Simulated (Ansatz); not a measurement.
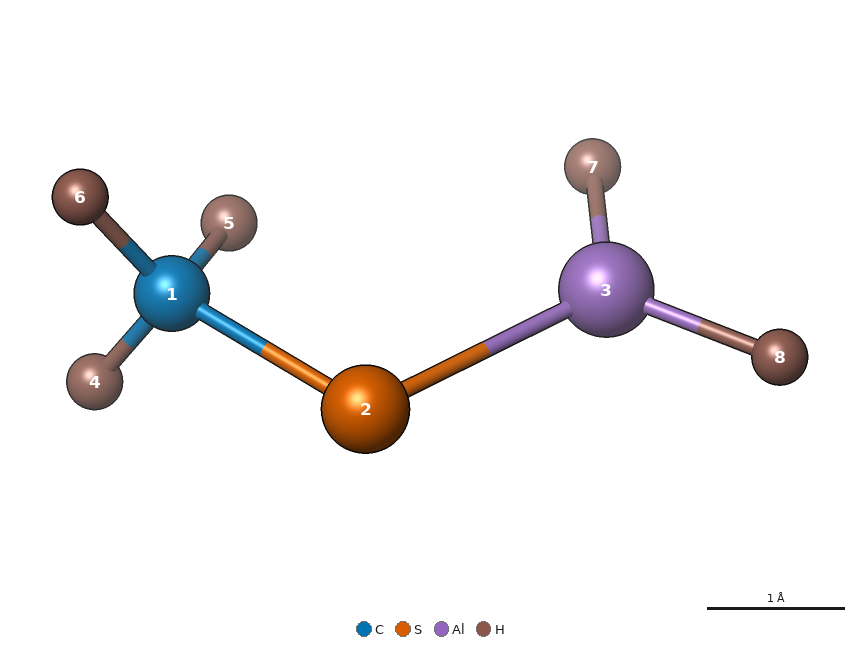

Source: calculation with Ansatz.

Orthographic view. Depth is shown by fading: the farther an atom, the more it takes the colour of the background. Geometry: atoms displaced at random (about 0.12 Å) from a stationary point of PBE0-D4.

List the bonded neighbours of every atom.

C1: S2, H4, H5, H6
S2: C1, Al3
Al3: S2, H7, H8
H4: C1
H5: C1
H6: C1
H7: Al3
H8: Al3
